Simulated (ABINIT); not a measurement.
# Converging GW for ZnSe (Stilleite) in ABINIT, part 2 of 2

What does each rung of G0W0 on ZnSe (Stilleite) cost, and what does it buy?

ABINIT 10.8.3; LDA and many-body steps on it, plane waves. Known limits of the many-body steps: not at the basis limit; no spin-orbit coupling; coarse k mesh.

So far. Step 3 (Screening, 4×4×4 mesh, 125 bands, screening to 125.2 eV): Local fields lower ε∞ by 5 %. On a Γ-centred mesh this coarse the value itself is usually too large, while a short band sum pulls it down. Step 4 (125 bands, 125.2 eV): The gap on the mesh goes from 1.03 eV to 1.98 eV, a correction of +0.96 eV.

## 6. 185 bands, 170.3 eV

This step: G0W0 on LDA, plane waves, norm-conserving pseudopotentials.

run.abi reads:

```
acell 3*1.0 Angstrom
rprim 
  -0.000000000000 2.833800000000 2.833800000000
  2.833800000000 -0.000000000000 2.833800000000
  2.833800000000 2.833800000000 0.000000000000
ntypat 2
znucl 30 34
natom 2
typat 1 2
xred 
  0.000000000000 0.000000000000 0.000000000000
  0.250000000000 0.250000000000 0.250000000000
pp_dirpath "pseudos"
pseudos "Zn.upf, Se.upf"
ecut 48
ngkpt 4 4 4
nshiftk 1
shiftk 0 0 0
kptopt 1
chksymbreak 0
istwfk *1
occopt 1
irdwfk 1
optdriver 4
nband 185
gwcalctyp 0
ecutsigx 48
symsigma 1
nkptgw 3
kptgw 
  0.0000000000 0.0000000000 0.0000000000
  0.5000000000 0.0000000000 0.0000000000
  0.5000000000 0.5000000000 0.0000000000
bdgw 
  20 26
  21 25
  21 24
ecuteps 6.26
irdscr 1
ppmodel 1
indata_prefix "in"
outdata_prefix "out"
tmpdata_prefix "tmp"
```

Command:

```
$ OMP_NUM_THREADS=1 mpirun -n 4 abinit run.abi > log
```

What it wrote:

```text
.Version 10.8.3 of ABINIT. v10.8.2 released Aug 2026.

 Symmetries : space group F-4 3 m (#216); Bravais cF (face-center cubic)
[... echo of the input left out ...]
== DATASET  1 ==================================================================
-   mpi_nproc: 4, omp_nthreads: 1 (-1 if OMP is not activated)

--- !DatasetInfo
iteration_state: {dtset: 1, }
dimensions: {natom: 2, nkpt: 8, mband: 185, nsppol: 1, nspinor: 1, nspden: 1, mpw: 4910, }
cutoff_energies: {ecut:  48.0, pawecutdg:  -1.0, }
electrons: {nelect:   4.40000000E+01, charge:   0.00000000E+00, occopt:   1.00000000E+00, tsmear:   1.00000000E-02, }

 SIGMA: Calculation of the GW corrections

 Based on a program developped by R.W. Godby, V. Olevano, G. Onida, and L. Reining.
 Incorporated in ABINIT by V. Olevano, G.-M. Rignanese, and M. Torrent.
.Using double precision arithmetic ; gwpc =  8

[... cell and pseudopotentials left out ...]
--------------------------------------------------------------------------------

 ==== K-mesh for the wavefunctions ====
 Number of points in the irreducible wedge :     8
[... list of points left out ...]
 Together with 24 symmetry operations and time-reversal symmetry
 yields    64 points in the full Brillouin Zone.

 ==== Q-mesh for screening function ====
 Number of points in the irreducible wedge :     8
[... list of points left out ...]
 Together with 24 symmetry operations and time-reversal symmetry
 yields    64 points in the full Brillouin Zone.

 vcoul_init : cutoff-mode = AUXILIARY_FUNCTION
 q-points for optical limit:   1
     1)      0.000010    0.000020    0.000030
 setmesh: FFT mesh size selected  =    48x   48x   48
          total number of points  =       110592

 Number of electrons calculated from density =   44.0000; Expected =   44.0000
[...]
number of plane-waves for wavefunctions          4909
 number of bands                                   185
 number of q-points in IBZ                           8
 number of frequencies                               2
 number of real frequencies                          1
 number of imag frequencies                          1

 matrix elements of self-energy operator (all in [eV])

 Perturbative Calculation

--- !SelfEnergy_ee
iteration_state: {dtset: 1, }
kpoint     : [   0.000,    0.000,    0.000, ]
spin       : 1
KS_gap     :    1.028
QP_gap     :    1.990
Delta_QP_KS:    0.962
data: !SigmaeeData |
     Band     E0 <VxcDFT>   SigX SigC(E0)      Z dSigC/dE  Sig(E)    E-E0       E
       20   3.802 -17.355 -19.743   1.873   0.799  -0.251 -17.767  -0.412   3.390
       21   3.802 -17.355 -19.743   1.873   0.799  -0.251 -17.767  -0.412   3.390
       22   3.802 -17.355 -19.743   1.873   0.799  -0.251 -17.767  -0.412   3.390
[...]
--- !SelfEnergy_ee
iteration_state: {dtset: 1, }
kpoint     : [   0.500,    0.000,    0.000, ]
spin       : 1
KS_gap     :    3.225
QP_gap     :    4.244
Delta_QP_KS:    1.019
data: !SigmaeeData |
     Band     E0 <VxcDFT>   SigX SigC(E0)      Z dSigC/dE  Sig(E)    E-E0       E
[...]
--- !SelfEnergy_ee
iteration_state: {dtset: 1, }
kpoint     : [   0.500,    0.500,    0.000, ]
spin       : 1
KS_gap     :    5.014
QP_gap     :    5.893
Delta_QP_KS:    0.880
data: !SigmaeeData |
     Band     E0 <VxcDFT>   SigX SigC(E0)      Z dSigC/dE  Sig(E)    E-E0       E
[...]
23   6.616 -10.365  -6.191  -3.834   0.824  -0.213 -10.084   0.281   6.897
       24   7.127 -12.503  -7.916  -4.018   0.816  -0.226 -12.039   0.464   7.591

== END DATASET(S) ==============================================================
================================================================================

 -outvars: echo values of variables after computation  --------
           etotal      0.0000000000E+00
            nband         185
             nkpt           8
          spgroup         216
 [... the other variables as echoed above ...]

 Calculation completed.
```

Wall time 26 s (4 MPI ranks of Arm Neoverse V2, shared host); peak memory 1.4 GiB.

This step gave:

```yaml
g0w0_gap_on_the_points_computed: 1.990 eV
starting_gap_on_the_mesh: 1.028 eV
k_of_the_valence_top: 0, 0, 0
k_of_the_conduction_bottom: 0, 0, 0
z_at_the_valence_top: 0.799
z_at_the_conduction_bottom: 0.815
least_direct_g0w0_gap_on_the_computed_points: 1.990 eV
```

Against G0W0 in ABINIT (4×4×4 mesh, 125 bands, screening to 125.2 eV, Godby-Needs plasmon pole), the gap moves by +0.005 eV.

## 7. Screening, 4×4×4 mesh, 271 bands, screening to 225.3 eV

This step: RPA screening on LDA, plane waves, norm-conserving pseudopotentials.

Changes to run.abi since step 6:

```diff
@@ -23,19 +23,8 @@
 irdwfk 1
-optdriver 4
-nband 185
-gwcalctyp 0
-ecutsigx 48
-symsigma 1
-nkptgw 3
-kptgw 
-  0.0000000000 0.0000000000 0.0000000000
-  0.5000000000 0.0000000000 0.0000000000
-  0.5000000000 0.5000000000 0.0000000000
-bdgw 
-  20 26
-  21 25
-  21 24
-ecuteps 6.26
-irdscr 1
-ppmodel 1
+optdriver 3
+nband 271
+ecuteps 8.28
+inclvkb 2
+awtr 1
+symchi 1
 indata_prefix "in"
```

What it wrote:

```text
.Version 10.8.3 of ABINIT. v10.8.2 released Aug 2026.

 Symmetries : space group F-4 3 m (#216); Bravais cF (face-center cubic)
[... echo of the input left out ...]
== DATASET  1 ==================================================================
-   mpi_nproc: 4, omp_nthreads: 1 (-1 if OMP is not activated)

--- !DatasetInfo
iteration_state: {dtset: 1, }
dimensions: {natom: 2, nkpt: 8, mband: 271, nsppol: 1, nspinor: 1, nspden: 1, mpw: 4910, }
cutoff_energies: {ecut:  48.0, pawecutdg:  -1.0, }
[...]
--------------------------------------------------------------------------------
[... chi0 elements left out ...]
 For q-point:  0.000010 0.000020 0.000030
  dielectric constant =  19.5811
  dielectric constant without local fields =  20.6626

  Average fulfillment of the sum rule on Im[epsilon] for q-point    1 :     62.61  [%]
[... wings left out ...]
  q-point number  2        q = ( 0.250000, 0.000000, 0.000000) [r.l.u.]
--------------------------------------------------------------------------------
[... chi0 elements left out ...]
  Average fulfillment of the sum rule on Im[epsilon] for q-point    2 :     70.74  [%]

 [... 6 further q-points ...]
```

Wall time 3.5 min (4 MPI ranks); peak memory 2.5 GiB.

This step gave:

```
ε∞ with local fields, on this mesh, along the program's q direction : 19.58
the same without local fields                                       : 20.66
plasma frequency                                                    : 36.51 eV
plane waves in the screening matrix                                 : 339
```

## 8. 271 bands, 225.3 eV

This step: G0W0 on LDA, plane waves, norm-conserving pseudopotentials.

Changes to run.abi since step 7:

```diff
@@ -23,8 +23,19 @@
 irdwfk 1
-optdriver 3
+optdriver 4
 nband 271
+gwcalctyp 0
+ecutsigx 48
+symsigma 1
+nkptgw 3
+kptgw 
+  0.0000000000 0.0000000000 0.0000000000
+  0.5000000000 0.0000000000 0.0000000000
+  0.5000000000 0.5000000000 0.0000000000
+bdgw 
+  20 26
+  21 25
+  21 24
 ecuteps 8.28
-inclvkb 2
-awtr 1
-symchi 1
+irdscr 1
+ppmodel 1
 indata_prefix "in"
```

What it wrote:

```text
.Version 10.8.3 of ABINIT. v10.8.2 released Aug 2026.

 Symmetries : space group F-4 3 m (#216); Bravais cF (face-center cubic)
[... echo of the input left out ...]
== DATASET  1 ==================================================================
-   mpi_nproc: 4, omp_nthreads: 1 (-1 if OMP is not activated)

--- !DatasetInfo
iteration_state: {dtset: 1, }
dimensions: {natom: 2, nkpt: 8, mband: 271, nsppol: 1, nspinor: 1, nspden: 1, mpw: 4910, }
cutoff_energies: {ecut:  48.0, pawecutdg:  -1.0, }
[...]
Band     E0 <VxcDFT>   SigX SigC(E0)      Z dSigC/dE  Sig(E)    E-E0       E
[...]
23   6.616 -10.365  -6.191  -3.875   0.825  -0.213 -10.118   0.247   6.863
       24   7.127 -12.503  -7.916  -4.093   0.816  -0.226 -12.100   0.403   7.530

== END DATASET(S) ==============================================================
================================================================================

 -outvars: echo values of variables after computation  --------
           etotal      0.0000000000E+00
            nband         271
             nkpt           8
          spgroup         216
 [... the other variables as echoed above ...]

 Calculation completed.
```

Wall time 58 s (4 MPI ranks); peak memory 2.4 GiB.

Numbers from this step:

- G0W0 gap on the points computed: 1.992 eV
- starting gap on the mesh: 1.028 eV
- k of the valence top: 0, 0, 0
- k of the conduction bottom: 0, 0, 0
- least direct G0W0 gap on the computed points: 1.992 eV

Against G0W0 in ABINIT (4×4×4 mesh, 185 bands, screening to 170.3 eV, Godby-Needs plasmon pole), the gap moves by +0.002 eV.

## 9. Screening, 4×4×4 mesh, 406 bands, screening to 300.4 eV

This step: RPA screening on LDA, plane waves, norm-conserving pseudopotentials.

Changes to run.abi since step 8:

```diff
@@ -23,19 +23,8 @@
 irdwfk 1
-optdriver 4
-nband 271
-gwcalctyp 0
-ecutsigx 48
-symsigma 1
-nkptgw 3
-kptgw 
-  0.0000000000 0.0000000000 0.0000000000
-  0.5000000000 0.0000000000 0.0000000000
-  0.5000000000 0.5000000000 0.0000000000
-bdgw 
-  20 26
-  21 25
-  21 24
-ecuteps 8.28
-irdscr 1
-ppmodel 1
+optdriver 3
+nband 406
+ecuteps 11.04
+inclvkb 2
+awtr 1
+symchi 1
 indata_prefix "in"
```

What it wrote:

```text
.Version 10.8.3 of ABINIT. v10.8.2 released Aug 2026.

 Symmetries : space group F-4 3 m (#216); Bravais cF (face-center cubic)
[... echo of the input left out ...]
== DATASET  1 ==================================================================
-   mpi_nproc: 4, omp_nthreads: 1 (-1 if OMP is not activated)

--- !DatasetInfo
iteration_state: {dtset: 1, }
dimensions: {natom: 2, nkpt: 8, mband: 406, nsppol: 1, nspinor: 1, nspden: 1, mpw: 4910, }
cutoff_energies: {ecut:  48.0, pawecutdg:  -1.0, }
[...]
--------------------------------------------------------------------------------
[... chi0 elements left out ...]
 For q-point:  0.000010 0.000020 0.000030
  dielectric constant =  19.5849
  dielectric constant without local fields =  20.6666

  Average fulfillment of the sum rule on Im[epsilon] for q-point    1 :     77.37  [%]
[... wings left out ...]
  q-point number  2        q = ( 0.250000, 0.000000, 0.000000) [r.l.u.]
--------------------------------------------------------------------------------
[... chi0 elements left out ...]
  Average fulfillment of the sum rule on Im[epsilon] for q-point    2 :     85.85  [%]

 [... 6 further q-points ...]
```

Elapsed: 7.8 min, on 4 MPI ranks; peak memory 3.5 GiB; 31 min of CPU time.

Numbers from this step:

* ε∞ with local fields, on this mesh, along the program's q direction: 19.58
* the same without local fields: 20.67
* plasma frequency: 36.51 eV
* plane waves in the screening matrix: 537

## 10. 406 bands, 300.4 eV

This step: G0W0 on LDA, plane waves, norm-conserving pseudopotentials.

Changes to run.abi since step 9:

```diff
@@ -23,8 +23,19 @@
 irdwfk 1
-optdriver 3
+optdriver 4
 nband 406
+gwcalctyp 0
+ecutsigx 48
+symsigma 1
+nkptgw 3
+kptgw 
+  0.0000000000 0.0000000000 0.0000000000
+  0.5000000000 0.0000000000 0.0000000000
+  0.5000000000 0.5000000000 0.0000000000
+bdgw 
+  20 26
+  21 25
+  21 24
 ecuteps 11.04
-inclvkb 2
-awtr 1
-symchi 1
+irdscr 1
+ppmodel 1
 indata_prefix "in"
```

What it wrote:

```text
.Version 10.8.3 of ABINIT. v10.8.2 released Aug 2026.

 Symmetries : space group F-4 3 m (#216); Bravais cF (face-center cubic)
[... echo of the input left out ...]
== DATASET  1 ==================================================================
-   mpi_nproc: 4, omp_nthreads: 1 (-1 if OMP is not activated)

--- !DatasetInfo
iteration_state: {dtset: 1, }
dimensions: {natom: 2, nkpt: 8, mband: 406, nsppol: 1, nspinor: 1, nspden: 1, mpw: 4910, }
cutoff_energies: {ecut:  48.0, pawecutdg:  -1.0, }
[...]
Band     E0 <VxcDFT>   SigX SigC(E0)      Z dSigC/dE  Sig(E)    E-E0       E
[...]
23   6.616 -10.365  -6.191  -3.901   0.825  -0.212 -10.140   0.225   6.841
       24   7.127 -12.503  -7.916  -4.144   0.816  -0.225 -12.141   0.362   7.488

== END DATASET(S) ==============================================================
================================================================================

 -outvars: echo values of variables after computation  --------
           etotal      0.0000000000E+00
            nband         406
             nkpt           8
          spgroup         216
 [... the other variables as echoed above ...]

 Calculation completed.
```

The job ended after 3.3 min (4 MPI ranks; peak memory 3.5 GiB; 13 min of CPU time).

This step gave:

```
G0W0 gap on the points computed              : 1.994 eV
starting gap on the mesh                     : 1.028 eV
k of the valence top                         : 0, 0, 0
k of the conduction bottom                   : 0, 0, 0
least direct G0W0 gap on the computed points : 1.994 eV
```

Against G0W0 in ABINIT (4×4×4 mesh, 271 bands, screening to 225.3 eV, Godby-Needs plasmon pole), the gap moves by +0.002 eV.

## 11. Screening, 4×4×4 mesh, 591 bands, screening to 390.5 eV

This step: RPA screening on LDA, plane waves, norm-conserving pseudopotentials.

Changes to run.abi since step 10:

```diff
@@ -23,19 +23,8 @@
 irdwfk 1
-optdriver 4
-nband 406
-gwcalctyp 0
-ecutsigx 48
-symsigma 1
-nkptgw 3
-kptgw 
-  0.0000000000 0.0000000000 0.0000000000
-  0.5000000000 0.0000000000 0.0000000000
-  0.5000000000 0.5000000000 0.0000000000
-bdgw 
-  20 26
-  21 25
-  21 24
-ecuteps 11.04
-irdscr 1
-ppmodel 1
+optdriver 3
+nband 591
+ecuteps 14.35
+inclvkb 2
+awtr 1
+symchi 1
 indata_prefix "in"
```

What it wrote:

```text
.Version 10.8.3 of ABINIT. v10.8.2 released Aug 2026.

 Symmetries : space group F-4 3 m (#216); Bravais cF (face-center cubic)
[... echo of the input left out ...]
== DATASET  1 ==================================================================
-   mpi_nproc: 4, omp_nthreads: 1 (-1 if OMP is not activated)

--- !DatasetInfo
iteration_state: {dtset: 1, }
dimensions: {natom: 2, nkpt: 8, mband: 591, nsppol: 1, nspinor: 1, nspden: 1, mpw: 4910, }
cutoff_energies: {ecut:  48.0, pawecutdg:  -1.0, }
[...]
--------------------------------------------------------------------------------
[... chi0 elements left out ...]
 For q-point:  0.000010 0.000020 0.000030
  dielectric constant =  19.5831
  dielectric constant without local fields =  20.6688

  Average fulfillment of the sum rule on Im[epsilon] for q-point    1 :     91.50  [%]
[... wings left out ...]
  q-point number  2        q = ( 0.250000, 0.000000, 0.000000) [r.l.u.]
--------------------------------------------------------------------------------
[... chi0 elements left out ...]
  Average fulfillment of the sum rule on Im[epsilon] for q-point    2 :     99.99  [%]

 [... 6 further q-points ...]
```

Wall time 21 min (4 MPI ranks); peak memory 6.1 GiB; 83 min of CPU time.

This step gave:

| Property | Result |
| --- | --- |
| ε∞ with local fields, on this mesh, along the program's q direction | 19.58 |
| the same without local fields | 20.67 |
| plasma frequency | 36.51 eV |
| plane waves in the screening matrix | 821 |

## 12. 591 bands, 390.5 eV

This step: G0W0 on LDA, plane waves, norm-conserving pseudopotentials.

Changes to run.abi since step 11:

```diff
@@ -23,8 +23,19 @@
 irdwfk 1
-optdriver 3
+optdriver 4
 nband 591
+gwcalctyp 0
+ecutsigx 48
+symsigma 1
+nkptgw 3
+kptgw 
+  0.0000000000 0.0000000000 0.0000000000
+  0.5000000000 0.0000000000 0.0000000000
+  0.5000000000 0.5000000000 0.0000000000
+bdgw 
+  20 26
+  21 25
+  21 24
 ecuteps 14.35
-inclvkb 2
-awtr 1
-symchi 1
+irdscr 1
+ppmodel 1
 indata_prefix "in"
```

What it wrote:

```text
.Version 10.8.3 of ABINIT. v10.8.2 released Aug 2026.

 Symmetries : space group F-4 3 m (#216); Bravais cF (face-center cubic)
[... echo of the input left out ...]
== DATASET  1 ==================================================================
-   mpi_nproc: 4, omp_nthreads: 1 (-1 if OMP is not activated)

--- !DatasetInfo
iteration_state: {dtset: 1, }
dimensions: {natom: 2, nkpt: 8, mband: 591, nsppol: 1, nspinor: 1, nspden: 1, mpw: 4910, }
cutoff_energies: {ecut:  48.0, pawecutdg:  -1.0, }
[...]
Band     E0 <VxcDFT>   SigX SigC(E0)      Z dSigC/dE  Sig(E)    E-E0       E
[...]
23   6.616 -10.365  -6.191  -3.917   0.825  -0.212 -10.153   0.212   6.828
       24   7.127 -12.503  -7.916  -4.171   0.817  -0.224 -12.163   0.340   7.466

== END DATASET(S) ==============================================================
================================================================================

 -outvars: echo values of variables after computation  --------
           etotal      0.0000000000E+00
            nband         591
             nkpt           8
          spgroup         216
 [... the other variables as echoed above ...]

 Calculation completed.
```

It took 11 min on 4 MPI ranks; peak memory 6.7 GiB.

This step gave:

| Item | Value |
| --- | --- |
| G0W0 gap on the points computed | 2 eV |
| starting gap on the mesh | 1.028 eV |
| k of the valence top | 0, 0, 0 |
| k of the conduction bottom | 0, 0, 0 |
| least direct G0W0 gap on the computed points | 2 eV |

Against G0W0 in ABINIT (4×4×4 mesh, 406 bands, screening to 300.4 eV, Godby-Needs plasmon pole), the gap moves by +0.006 eV.

## 13. Side by side

Times are wall times on 4 MPI ranks of Arm Neoverse V2, shared host, good to a factor of about two. A run's time includes the screening step that it read.

| run | mesh | bands | screening cutoff (eV) | DFT gap (eV) | gap on the mesh (eV) | direct (eV) | ε∞ used | time |
| --- | --- | --- | --- | --- | --- | --- | --- | --- |
| 125 bands, 125.2 eV | 4×4×4 | 125 | 125.2 | 1.028 | 1.985 | 1.985 | 19.55 | 53 s |
| 185 bands, 170.3 eV | 4×4×4 | 185 | 170.3 | 1.028 | 1.990 | 1.990 | 19.57 | 1.8 min |
| 271 bands, 225.3 eV | 4×4×4 | 271 | 225.3 | 1.028 | 1.992 | 1.992 | 19.58 | 4.5 min |
| 406 bands, 300.4 eV | 4×4×4 | 406 | 300.4 | 1.028 | 1.994 | 1.994 | 19.58 | 11 min |
| 591 bands, 390.5 eV | 4×4×4 | 591 | 390.5 | 1.028 | 2.000 | 2.000 | 19.58 | 32 min |

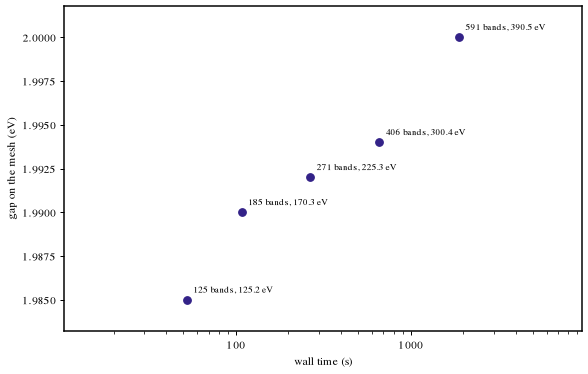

Result against wall time.

## 14. What came out

| Property | Result |
| --- | --- |
| 125 bands, 125.2 eV | 1.985 eV |
| 185 bands, 170.3 eV | 1.990 eV |
| 271 bands, 225.3 eV | 1.992 eV |
| 406 bands, 300.4 eV | 1.994 eV |
| 591 bands, 390.5 eV | 2.000 eV |
| known limits | not at the basis limit; no spin-orbit coupling; coarse k mesh |

From the first rung to the last the gap moves by +0.02 eV for 36 times the time. In the G0W0 runs levels were corrected at 3 k points alone, so a gap called «on the mesh» is the least over those, and an edge elsewhere would be missed. The 4×4×4 mesh is coarse for this cell, which bears on the long-range parts of exchange and screening. The many-body steps are scalar-relativistic: spin-orbit coupling is not in them.

[Paths, hosts, dates, memory and timing lines, banners, echoed tables and standing remarks are left out of the program output.]

[Logs are printed without paths, hosts, clocks, repeated set-up lines and the standing remarks that a program may print on its own settings, such as how far it seeks lower states.]

[Runs of the session that timed out or met a known fault of the program may be left out.]

[Hosts, paths, dates, database ids (printed as entryN), source tags and the programs' standing remarks are cut or masked in the printed files.]

[G0W0 gaps are taken among the corrected bands and points alone; a level outside them can change the order at an edge.]

[Where Ansatz stands beside ABINIT at settings called matched, ABINIT's density can come from a denser mesh and the files from another edition; pairs whose starting gaps differed by over 0.03 eV were left out, so agreement reads better than it is.]
